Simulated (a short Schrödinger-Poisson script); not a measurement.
Structure: symmetric double-gate stack, Al2O3 on p-type Si(111), at 300 K.

```csv
layer,material,thickness (nm),Na (cm⁻³)
1,Al2O3,5.8,-
2,Si,6,1e15
3,Al2O3,5.8,-
```

Constants are typed, rounded textbook-type inputs, not results; the design itself was drawn at random and stands for no fabricated device. Al2O3: permittivity 9, conduction-band edge (eV) 2.7, gap (eV) 6.8, electron mass (mₑ) 0.3. Si: permittivity 11.7, conduction-band edge (eV) 0, gap (eV) 1.124, Nv at 300 K (cm⁻³) 3.1e19.

Channel valleys (confinement mass, in-plane density-of-states mass, number): Δ6 0.258, 0.358, 6. At the gates, both at one voltage, the conduction-band edge of layer 1 lies 2.74 eV − eVg above the Fermi level of the channel. Gaps are held at their typed values at every temperature. Mesh 0.03 nm at interfaces.

Solved with a short Schrödinger-Poisson script written for these runs: 1D Poisson equation in equilibrium, electrons quantum, Hartree (BenDaniel-Duke, 12 states a valley, the channel's in-plane mass for all, wave functions ending at the dielectric), parabolic valleys, classical holes, full ionisation, no traps, pinning or gate leakage.

Only gate voltages with over 1e8 electrons/cm² are shown.

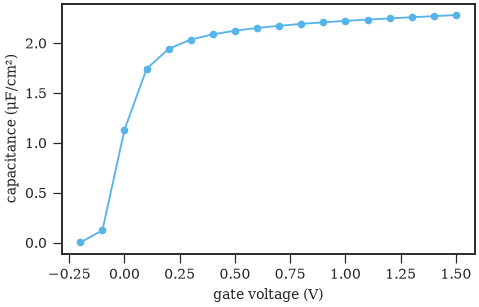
Figure. Quasi-static capacitance against gate voltage

```csv
Vg (V),electrons (cm⁻²),C (μF/cm²),Δ6 E0 (meV),Δ6 E1 (meV)
-0.2,4.53e8,< 0.003,280.6,402.0
0,3.69e11,1.13,107.1,227.4
0.2,2.46e12,1.94,57.0,171.4
0.4,4.99e12,2.09,37.4,145.0
0.6,7.64e12,2.15,25.0,126.1
0.8,1.04e13,2.19,15.9,110.7
1,1.31e13,2.22,8.5,97.5
1.2,1.59e13,2.25,2.3,85.9
1.4,1.87e13,2.27,-3.1,75.5
```

Subbands count from the Fermi level. The capacitance is that of both gates.
